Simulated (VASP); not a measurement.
Band structure of CsPbCl₃ (space group R32). Level of theory: HSE06 screened hybrid, VASP's PBE PAW potentials (set 64) (plane waves; VASP).

Unless said otherwise, spin-orbit coupling is left out, though it shifts the bands of the heavy elements here.

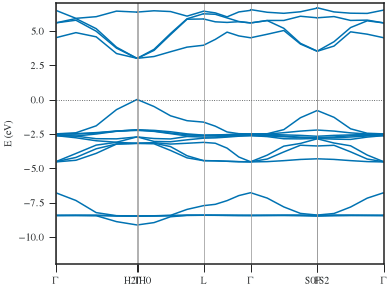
*Bands along high-symmetry lines, zero at the valence-band maximum or, without a gap, the Fermi level*

### Question
Read the plot: is there a gap, and where are the band edges?

### Answer
The gap is direct, 3.01 eV, from the valence maximum at H2 to the conduction minimum at H2.

The structure comes from a computed database's CsPbCl3 entry (R32); how it stands against other phases isn't given here. It was relaxed first. The cell's shape comes from a PBE relaxation.
